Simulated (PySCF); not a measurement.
```yaml
atoms:
  - { symbol: C, position_ang: [3.8366, -0.6212, -0.4676] }
  - { symbol: S, position_ang: [2.4157, 0.4288, -0.0246] }
  - { symbol: C, position_ang: [1.1231, -0.6148, -0.5435] }
  - { symbol: C, position_ang: [-0.1945, -0.3758, -0.4652] }
  - { symbol: C, position_ang: [-0.8501, 0.7933, 0.0662] }
  - { symbol: C, position_ang: [-0.0781, 1.8574, 0.6021] }
  - { symbol: N, position_ang: [0.4500, 2.7694, 1.0557] }
  - { symbol: C, position_ang: [-2.1939, 0.9539, 0.0905] }
  - { symbol: Si, position_ang: [-3.4785, -0.2616, -0.5444] }
  - { symbol: H, position_ang: [3.8274, -0.8218, -1.5347] }
  - { symbol: H, position_ang: [4.7262, -0.0582, -0.2050] }
  - { symbol: H, position_ang: [3.8031, -1.5453, 0.1018] }
  - { symbol: H, position_ang: [1.4702, -1.5432, -0.9709] }
  - { symbol: H, position_ang: [-0.8658, -1.1373, -0.8397] }
  - { symbol: H, position_ang: [-2.5609, 1.8796, 0.5173] }
  - { symbol: H, position_ang: [-3.3849, -1.5236, 0.1974] }
  - { symbol: H, position_ang: [-3.2631, -0.5216, -1.9711] }
  - { symbol: H, position_ang: [-4.7912, 0.3483, -0.3405] }
```

Geometry: GFN2-xTB.

Theory: PySCF 2.14.0, PBE0/pcSseg-1, SCF density, gas phase, non-relativistic.

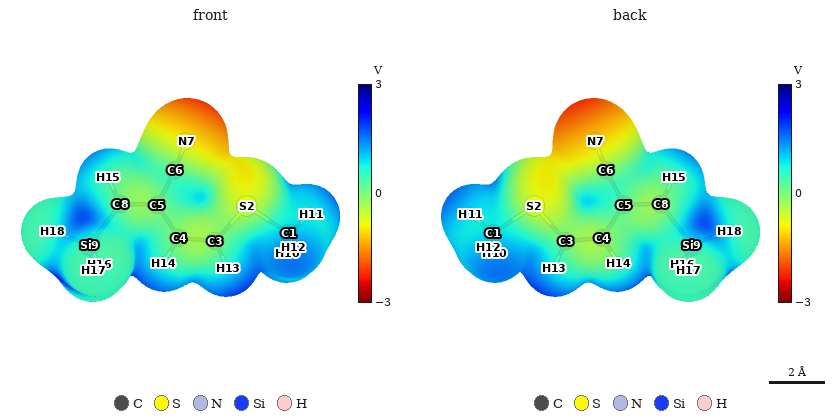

C$_{6}$H$_{9}$NSSi (SMILES CS/C=C\C(C#N)=C/[SiH3]). The electrostatic potential painted on the density surface at 0.004 e/bohr³, seen from the front and from behind; red is negative and blue positive.

Which sites attract a positive test charge, and which a negative one?

Answer. A positive charge is drawn to the negative regions and a negative charge to the positive ones. The most negative region (about −2.1 V) lies over N7, the most positive (about +1.9 V) over Si9 and H13. N7 is the likeliest acceptor of a hydrogen bond.

What dipole moment does the calculation give?

Answer. Its dipole moment is 4.37 D.
